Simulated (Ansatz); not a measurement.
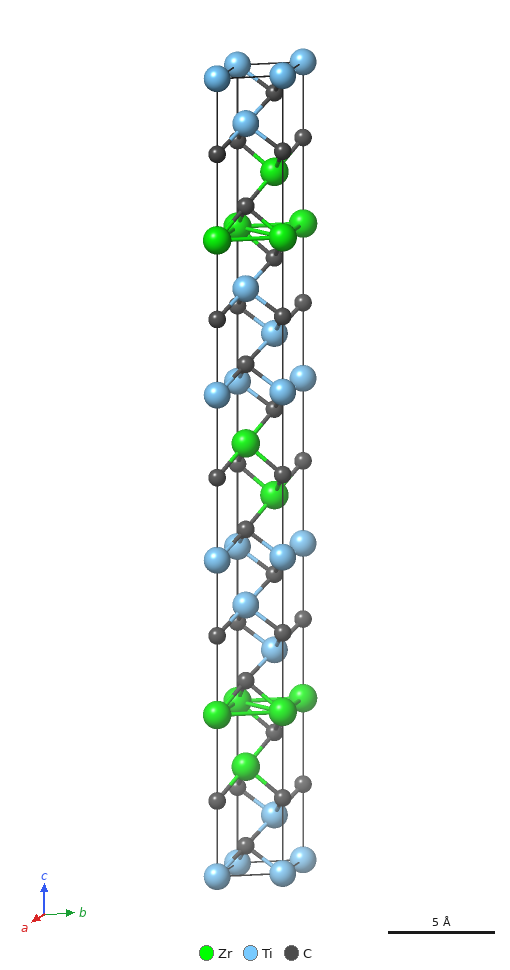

Drawn in the ball-and-stick manner and seen slightly off an axis. The outline marks the conventional unit cell.

Zr2Ti3C5, space group R-3m (No. 166), a = 3.184 Å, b = 3.184 Å, c = 38.760 Å, α = 90.00°, β = 90.00°, γ = 120.00°. The structure was taken from a structure type filled with these elements by a generator (whether the compound takes this form wasn't checked). Earlier steps of the study, as a rule a relaxation of our own, may have changed the cell and positions, so they can lie some per cent off the listed ones. It was run through Ansatz as a DFT input.

This one geometry was computed with Ansatz (DFT, plane waves, PAW) at three levels of theory: r2SCAN, LDA and PBE.

Which level gives the highest pressure at this volume, and what does that say about its equilibrium volume?

Highest: r2SCAN (-0.3 GPa) and PBE (0.0 GPa), which points to the largest equilibrium volume. Lowest, with the smallest volume: LDA (-11.3 GPa). Levels within 0.5 GPa of each other can't be told apart.

How does the band gap change with the level of theory?

All levels give a metal.

Collect the results in a table.

| level | cutoff (eV) | k-mesh of the run's cell | gap (eV) | pressure (GPa) |
| --- | --- | --- | --- | --- |
| r2SCAN | 500 | 12×12×12 | metal | -0.3 |
| LDA | 420 | 12×12×12 | metal | -11.3 |
| PBE | 420 | 12×12×12 | metal | 0.0 |

Gaps are taken on the k-mesh or band path of each run.
